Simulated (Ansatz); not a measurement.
# Amorphous Al2O3: valence band and core levels, part 5 of 7

How wide do site differences make the core lines of amorphous Al2O3?

Ansatz 0.2.0; DFT, PBEsol, plane-wave PAW, scalar-relativistic; PAW set soft_1.

So far. Step 5 (Dynamics at 300 K): Beyond half the shortest lattice vector, 3.6 Å, g(r) counts periodic images.

### 6. Relaxation

The quenched cell is relaxed to a local minimum.

input.yaml

```yaml
crystal:
  lattice:
    - [7.2578599433, 0.0, 0.0]
    - [0.0, 7.2578599433, 0.0]
    - [0.0, 0.0, 7.2578599433]
  atoms:
    - { symbol: Al, position: [0.3126833228, 0.5252248324, 0.592045316] }
    - { symbol: Al, position: [0.3347394682, 1.1205732754, 0.7403158302] }
    - { symbol: Al, position: [-0.2153987963, 0.8740864771, 1.0616189212] }
    - { symbol: Al, position: [0.5837620201, 0.18932591, 0.21004315] }
    - { symbol: Al, position: [0.7322869405, 0.6504756786, 0.6898571125] }
    - { symbol: Al, position: [0.648867207, 0.5677209824, 0.2689904336] }
    - { symbol: Al, position: [-0.0879781943, 0.3060243471, 1.1572015062] }
    - { symbol: Al, position: [0.2001946318, 1.0751474375, 0.164348381] }
    - { symbol: Al, position: [0.0999137113, 0.6651612319, 0.2538064348] }
    - { symbol: Al, position: [-0.0468517979, 0.3201754592, 0.5536670498] }
    - { symbol: Al, position: [0.4076600338, 0.7974999694, 0.9026537366] }
    - { symbol: Al, position: [0.0360539658, 0.9465356273, 0.5042004127] }
    - { symbol: Al, position: [0.4772941627, 0.870465035, 0.4397596109] }
    - { symbol: Al, position: [0.3188240202, 0.4517852798, 0.9689814003] }
    - { symbol: O, position: [0.6515314292, 0.7526398984, 0.8957664931] }
    - { symbol: O, position: [0.0921226326, 0.123186176, 0.6715169696] }
    - { symbol: O, position: [0.6287124584, 0.8217719891, 0.2469214337] }
    - { symbol: O, position: [-0.2468361319, 1.1235000723, 0.0478051057] }
    - { symbol: O, position: [0.0214280783, -0.1272657894, 1.1209595741] }
    - { symbol: O, position: [-0.1514746992, 0.4433295138, 0.7207595381] }
    - { symbol: O, position: [0.3146531718, 0.6547300811, 1.108143961] }
    - { symbol: O, position: [0.4627708486, 0.9312226667, 0.6762965701] }
    - { symbol: O, position: [0.8476657065, 0.8087871918, 0.5571563614] }
    - { symbol: O, position: [0.5389673786, 0.6220245206, 0.506922864] }
    - { symbol: O, position: [0.7508920385, 0.3173692464, 0.3718844363] }
    - { symbol: O, position: [-0.1111091061, 0.5617691134, 0.1635815082] }
    - { symbol: O, position: [0.4018099349, 1.0831007296, 0.3279143435] }
    - { symbol: O, position: [0.3970985775, 0.3524919399, 0.7488643093] }
    - { symbol: O, position: [0.1280046155, 0.4646624895, 0.4306985355] }
    - { symbol: O, position: [0.0132184931, 0.1248716765, 0.3375542787] }
    - { symbol: O, position: [0.5249683354, 0.4026244766, 0.1218983556] }
    - { symbol: O, position: [0.2203251927, 0.7999489022, 0.4313968019] }
    - { symbol: O, position: [0.1339875625, 0.2976584355, 0.0408538356] }
    - { symbol: O, position: [0.362233232, 1.0232088337, -0.0183270808] }
    - { symbol: O, position: [0.2696232333, 0.6415880868, 0.7815620031] }
kpoints:
  mp_grid: { grid: [2, 2, 2] }
scf:
  occupations: { method: fermi_dirac, width: 0.03 }
  n_extra_bands: 25
hamiltonian:
  xc: pbesol
  pseudopotentials: { kind: paw, azcp: { folder: soft_1 }, xc_functional: pbe }
output:
  forces: true
relax:
  f_tol: 0.05
  max_steps: 60
```

Run with:

```sh
ansatz run input.yaml --threads 8 --pin off --max-ram 23552MiB --backend cpu --events-out ev --progress --plain --runs-dir out
```

Numbers of over 12 decimals in the logs are rounded to 6 here.

What it wrote:

```text
[...]
Crystal: 35 atoms, lattice volume = 382.319 Å³
Basis set: ecut = 420 eV, 7497 PW (Γ), exchange–correlation on 100×100×100 points (8 copies of the dense FFT grid, shifted against one another)
Bands: 109, of which v1, the nominal top of the filled ones, is band 84 counted from 1 (83 counted from 0)
Symmetry: 1 space group operations
[...]
k-points: 8
[...]
SCF iter   1: F=—  HF=-19181.331069 eV  |F-HF|=—  |Δ(HF+E_count)|=         —  Δρ=1.17e-1  dr2=5.50e1  ethr=3.10e-3  ⟨swp⟩=6.0  Hψ=3647  notcnv=0  defer=31
[...]
SCF iter   8: F=-19165.482618 eV  HF=-19165.482599 eV  |F-HF|=1.89e-5  |Δ(HF+E_count)|=   1.18e-5  Δρ=7.07e-5  dr2=2.12e-5  ethr=3.72e-8  ⟨swp⟩=3.0  Hψ=3465  notcnv=0
SCF 1 converged in 8 iterations: F = -19165.482618 eV  dr2 = 2.12e-5
[...]
relax step   1: F+E_penalty+E_count = -19165.48261784 eV  Δ(F+E_penalty+E_count) = +0.000e0 eV  max|allowed force component| = 2.859e0 eV/Å  Δτ_max = 0.0000 Å  (8 SCF iters, dr2 threshold 6.25e-5 eV, accepted)
[...]
SCF iter   6: F=-19166.316727 eV  HF=-19166.316723 eV  |F-HF|=3.65e-6  |Δ(HF+E_count)|=   1.58e-5  Δρ=4.68e-5  dr2=9.68e-6  ethr=5.95e-8  ⟨swp⟩=2.9  Hψ=2891  notcnv=0
SCF 2 converged in 6 iterations: F = -19166.316727 eV  dr2 = 9.68e-6
[...]
relax step   2: F+E_penalty+E_count = -19166.31672687 eV  Δ(F+E_penalty+E_count) = -8.341e-1 eV  max|allowed force component| = 1.792e0 eV/Å  Δτ_max = 0.0912 Å  (6 SCF iters, dr2 threshold 1.00e-4 eV, accepted)
SCF iter   1: F=—  HF=-19166.940328 eV  |F-HF|=—  |Δ(HF+E_count)|=         —  Δρ=1.08e-2  dr2=3.92e-1  ethr=1.83e-3  ⟨swp⟩=4.0  Hψ=2121  notcnv=0  defer=158
[...]
SCF iter   6: F=-19166.810788 eV  HF=-19166.810777 eV  |F-HF|=1.11e-5  |Δ(HF+E_count)|=   5.17e-5  Δρ=8.19e-5  dr2=2.73e-5  ethr=5.95e-8  ⟨swp⟩=3.0  Hψ=3428  notcnv=0
SCF 3 converged in 6 iterations: F = -19166.810788 eV  dr2 = 2.73e-5
[...]
relax step   3: F+E_penalty+E_count = -19166.81078804 eV  Δ(F+E_penalty+E_count) = -4.941e-1 eV  max|allowed force component| = 2.315e-1 eV/Å  Δτ_max = 0.0938 Å  (6 SCF iters, dr2 threshold 1.00e-4 eV, accepted)
[...]
relax step   4: F+E_penalty+E_count = -19166.80471397 eV  Δ(F+E_penalty+E_count) = +6.074e-3 eV  max|allowed force component| = 1.656e-1 eV/Å  Δτ_max = 0.1439 Å  (7 SCF iters, dr2 threshold 3.35e-6 eV, rejected (line search))
SCF iter   1: F=—  HF=-19166.856715 eV  |F-HF|=—  |Δ(HF+E_count)|=         —  Δρ=5.39e-3  dr2=9.89e-2  ethr=5.69e-4  ⟨swp⟩=4.0  Hψ=1967  notcnv=0  defer=158
[...]
SCF iter   9: F=-19166.823221 eV  HF=-19166.823221 eV  |F-HF|=2.70e-8  |Δ(HF+E_count)|=   4.61e-8  Δρ=2.17e-6  dr2=2.11e-8  ethr=5.95e-11  ⟨swp⟩=4.1  Hψ=2775  notcnv=0
SCF 5 converged in 9 iterations: F = -19166.823221 eV  dr2 = 2.11e-8
relax step   5: F+E_penalty+E_count = -19166.82322126 eV  Δ(F+E_penalty+E_count) = -1.243e-2 eV  max|allowed force component| = 1.942e-2 eV/Å  Δτ_max = 0.0304 Å  (9 SCF iters, accepted)
SCF converged after 9 iterations
Free energy (F): -19166.823221 eV
[...]
Internal energy: -19166.823221 eV  (E = F + TS)
E sigma→0 (E₀):  -19166.823221 eV
Fermi energy:    6.883959 eV
[...]
--- Forces (eV/Å), atoms counted from 1 ---
  atom   1  Al    -0.00288741     0.00206031     0.00166657
  atom   2  Al    -0.00034273     0.00067232     0.00357541
  atom   3  Al     0.00591830     0.00057594    -0.00336528
  atom   4  Al    -0.01350688    -0.00361675    -0.00733549
  atom   5  Al     0.00566950     0.00748562    -0.00320024
  atom   6  Al    -0.00584695    -0.00051596     0.00432657
  atom   7  Al     0.00872964     0.00141282    -0.01942181
  atom   8  Al    -0.00203718    -0.00501048     0.00003764
  atom   9  Al     0.00651311     0.00907058     0.00017423
  atom  10  Al     0.00761533     0.00135551     0.01790113
  atom  11  Al    -0.00358608    -0.00283731     0.00122208
  atom  12  Al    -0.00341578    -0.00774844     0.00248207
  atom  13  Al    -0.01220032     0.00502809    -0.00744026
  atom  14  Al     0.00515054    -0.00708737     0.00310334
  atom  15  O      0.00077771    -0.00295718    -0.00159813
  atom  16  O     -0.00329431     0.00604900    -0.00072820
  atom  17  O     -0.00846679    -0.00876288     0.01015024
  atom  18  O      0.00595083    -0.00063390     0.00129278
  atom  19  O     -0.00484348     0.00851739     0.01100763
  atom  20  O     -0.00383687     0.00373572    -0.00506764
  atom  21  O     -0.00120147     0.00035380    -0.00251168
  atom  22  O      0.00254344    -0.00797120     0.00879031
  atom  23  O      0.01310436    -0.00590552    -0.00984781
  atom  24  O      0.00571837     0.00416087    -0.00353705
  atom  25  O     -0.00180423     0.00020123     0.00386034
  atom  26  O     -0.00443900     0.00002770     0.00224641
  atom  27  O      0.01455531     0.00583937    -0.00326199
  atom  28  O      0.00200312    -0.01096497     0.00382242
  atom  29  O     -0.00337312    -0.00303468    -0.00230715
  atom  30  O     -0.00763019     0.00350755     0.00015171
  atom  31  O      0.00926021    -0.00592249     0.00370583
  atom  32  O     -0.00519777    -0.00567377     0.00290064
  atom  33  O     -0.00705435     0.00091918     0.00277169
  atom  34  O     -0.00025866     0.00460764    -0.00555118
  atom  35  O      0.00168054     0.01307781    -0.00993177
  max |Σ_I F_I| component: 8.33e-5 eV/Å
--- Relaxed structure (5 steps of the walk, 4 accepted, 0 SCFs on fresh bases) ---
  F+E_penalty+E_count = -19166.82322126 eV   max|allowed force component| = 1.942e-2 eV/Å
  atoms:
    - { symbol: Al, position: [0.315387, 0.524593, 0.591554] }
    - { symbol: Al, position: [0.313998, 1.117272, 0.750763] }
    - { symbol: Al, position: [-0.207272, 0.875139, 1.071190] }
    - { symbol: Al, position: [0.581219, 0.197763, 0.211453] }
    - { symbol: Al, position: [0.741346, 0.645565, 0.682524] }
    - { symbol: Al, position: [0.653011, 0.558629, 0.271845] }
    - { symbol: Al, position: [-0.082335, 0.301735, 1.157411] }
    - { symbol: Al, position: [0.195684, 1.067264, 0.167699] }
    - { symbol: Al, position: [0.109030, 0.661510, 0.247106] }
    - { symbol: Al, position: [-0.038179, 0.315886, 0.536562] }
    - { symbol: Al, position: [0.416401, 0.802642, 0.903966] }
    - { symbol: Al, position: [0.030249, 0.948564, 0.510314] }
    - { symbol: Al, position: [0.461478713945, 0.866441, 0.431698] }
    - { symbol: Al, position: [0.318458, 0.456065, 0.971255] }
    - { symbol: O, position: [0.663737, 0.750321, 0.894967] }
    - { symbol: O, position: [0.081733, 0.122401, 0.673124] }
    - { symbol: O, position: [0.630592, 0.810937, 0.247205] }
    - { symbol: O, position: [-0.238185, 1.121654, 0.065155] }
    - { symbol: O, position: [0.029996, -0.125450, 1.122118] }
    - { symbol: O, position: [-0.144945, 0.441316, 0.707943] }
    - { symbol: O, position: [0.315059, 0.662231, 1.114675] }
    - { symbol: O, position: [0.453567, 0.940941, 0.665009] }
    - { symbol: O, position: [0.847262, 0.811000, 0.550031] }
    - { symbol: O, position: [0.533956, 0.612411, 0.505434] }
    - { symbol: O, position: [0.741115, 0.324747, 0.364473] }
    - { symbol: O, position: [-0.108958, 0.553992, 0.168882] }
    - { symbol: O, position: [0.399952, 1.087807, 0.321938] }
    - { symbol: O, position: [0.384478, 0.342787, 0.747624] }
    - { symbol: O, position: [0.138900, 0.467319, 0.434316] }
    - { symbol: O, position: [0.017670, 0.137955, 0.342801] }
    - { symbol: O, position: [0.524642, 0.408210, 0.110967] }
    - { symbol: O, position: [0.212809, 0.808180, 0.427631] }
    - { symbol: O, position: [0.143547, 0.295290, 0.057515] }
    - { symbol: O, position: [0.349825, 1.024502, -0.022462] }
    - { symbol: O, position: [0.267420, 0.645805, 0.792935] }
```

Wall time 14 s (8 threads of Arm Neoverse V1, shared host); peak memory 1.7 GiB.

Step by step:

```
step  energy less that of the first step (eV)  largest force component (eV/Å)
   1                                   0.0000                          2.8592
   2                                  -0.8341                          1.7925
   3                                  -1.3282                          0.2315
   4                                  -1.3221                          0.1656
   5                                  -1.3406                          0.0194
```

Relaxation step 4 was tried and not accepted.

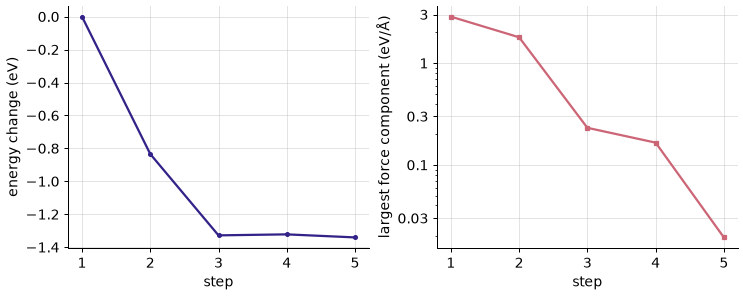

Energy and largest force along the relaxation.

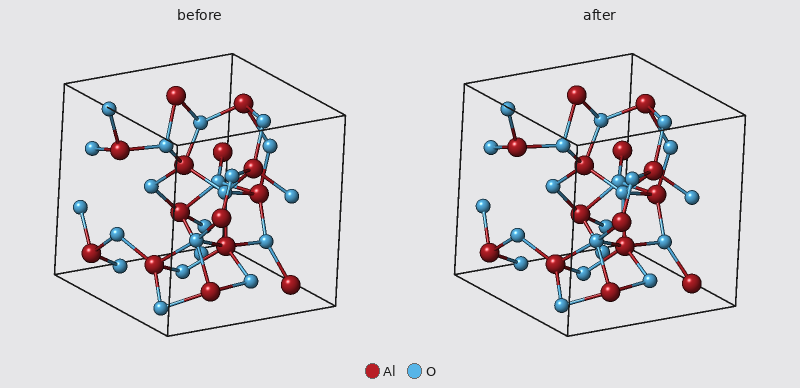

The structure before and after the relaxation, drawn at the same scale.

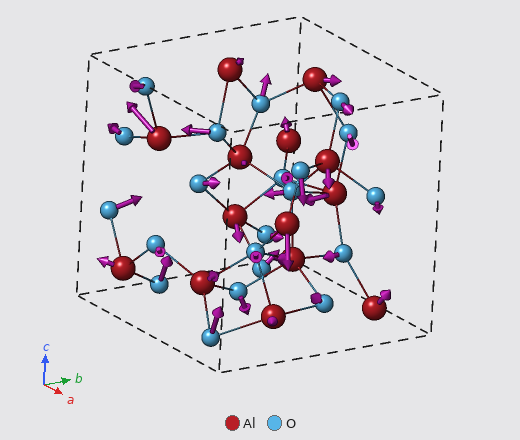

Displacements in the relaxation, exaggerated; the longest in the cell stands for 0.17 Å.

The atoms that moved most (Å):

```
atom      dx      dy      dz  length
 Al2  -0.151  -0.024   0.076   0.170
Al10   0.063  -0.031  -0.124   0.143
 O18   0.063  -0.013   0.126   0.141
 O33   0.069  -0.017   0.121   0.140
Al13  -0.115  -0.029  -0.059   0.132
 O22  -0.067   0.071  -0.082   0.127
 O28  -0.092  -0.070  -0.009   0.116
 O30   0.032   0.095   0.038   0.107
```

Numbers from this step:

| Quantity | Value |
| --- | --- |
| free energy | -19166.8232 eV |
| Fermi energy | 6.884 eV |
| gap by band count | 3.568 eV |

The relaxation ends 38 meV an atom lower, with a largest force component of 0.019 eV/Å.

(Continued in part 6 of 7.)

[Logs are printed without paths, hosts, clocks, repeated set-up lines and the standing remarks that a program may print on its own settings, such as how far it seeks lower states.]

[Hosts, paths, dates, database ids (printed as entryN), source tags and the programs' standing remarks are cut or masked in the printed files.]

[Maps of the electrostatic potential energy from Ansatz leave out the sawtooth potential of an applied field or a dipole correction, so their vacuum need not be flat; work functions include it.]
